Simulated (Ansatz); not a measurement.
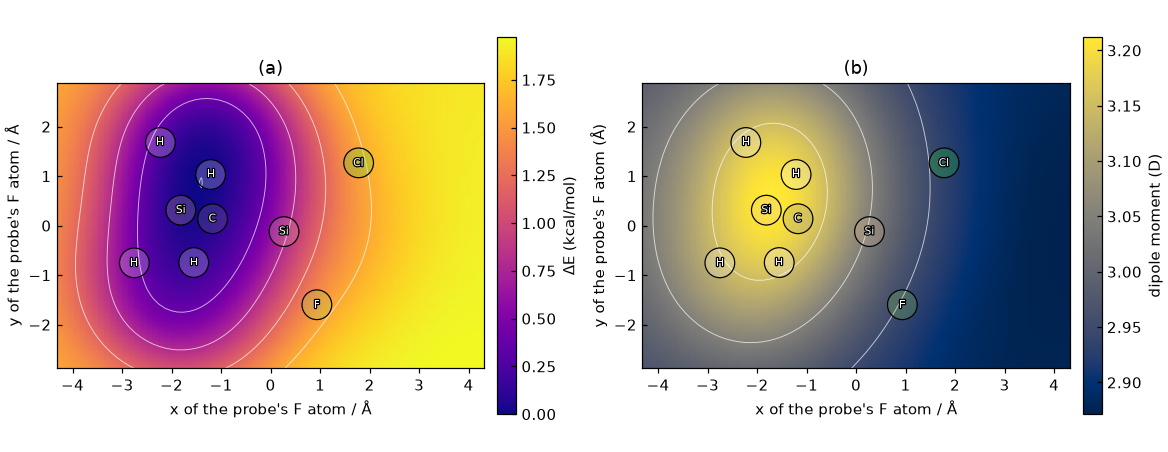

CH₄ClFSi₂ (SMILES F[Si]1(Cl)C[SiH2]1) with the probe HF. The probe is moved over a plane parallel to the molecule's main plane, 4.38 Å above it. First axis: x of the probe's F atom. Second axis: y of the probe's F atom. Nothing is relaxed (molecule and probe rigid, the probe upright with F nearest the plane). The grid has 19 × 13 points. Energies: kcal/mol, counted from the lowest grid point. These are results of RKS PBE0-D4/def2-SVP in Ansatz 0.2.0, not measurements.

Panel (a) is the energy and panel (b) the computed dipole moment on the same grid.

In the figure: a smooth colour map with a few white contour lines, labelled circles for the molecule's atoms, projected on the plane. Between grid points the surface is interpolated.

How does the dipole moment vary over the map, and what is it at the lowest grid point?

Answer. Leaving out the highest fifth of the energies, it runs from 2.88 D at x of the probe's F atom = 2.88 Å, y of the probe's F atom = −0.96 Å to 3.21 D at x of the probe's F atom = −1.92 Å, y of the probe's F atom = 0.48 Å. At the lowest grid point, x of the probe's F atom = −1.44 Å, y of the probe's F atom = 0.96 Å, it is 3.20 D.
